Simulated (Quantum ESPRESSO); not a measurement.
# Dipole at the next field: 1T-SrBrI, 1 layer

**Set-up.** Quantum ESPRESSO 7.5, vdW-DF-cx, GBRV ultrasoft, PBE files; sawtooth field along the normal with dipole correction, ions clamped, threshold 1e-9 Ry; cell area 19.194 Å².

```
field (V/Å)  dipole (e Å a cell)
          0              0.03627
        0.1              0.08419
        0.2              0.13225
```

To predict: What is the dipole at 0.3 V/Å, and what electrostatic thickness 4πα/A follows from the rows?

By hand: The slope is (0.13225 − (0.03627))/0.2 = 0.4799 e Å²/V, so 4πα/A = 180.95 × 0.4799/19.194 = 4.52 Å. Linear response gives p = 0.03627 + 0.4799 × (0.3) = 0.18024 e Å; a parabola through the three rows gives 0.18045.

**The withheld run.** p = 0.18028 e Å. The line misses by 0.0 % of the induced dipole and the parabola by 0.1 %. The response is linear over this range.

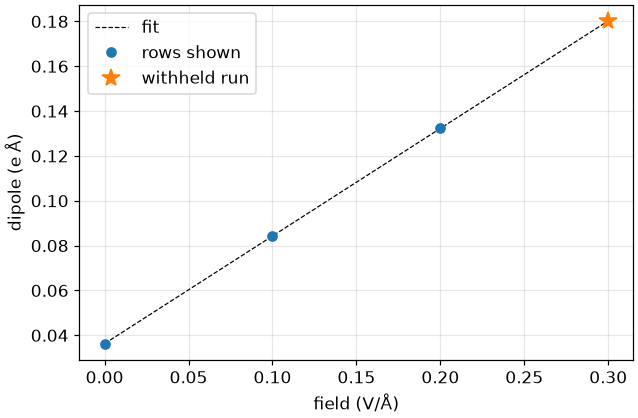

The rows shown, the fit and the withheld run.

**Limits.** Electrons alone respond; local and semilocal functionals tend to overscreen.

[Logs are printed without paths, hosts, clocks, repeated set-up lines and the standing remarks that a program may print on its own settings, such as how far it seeks lower states.]
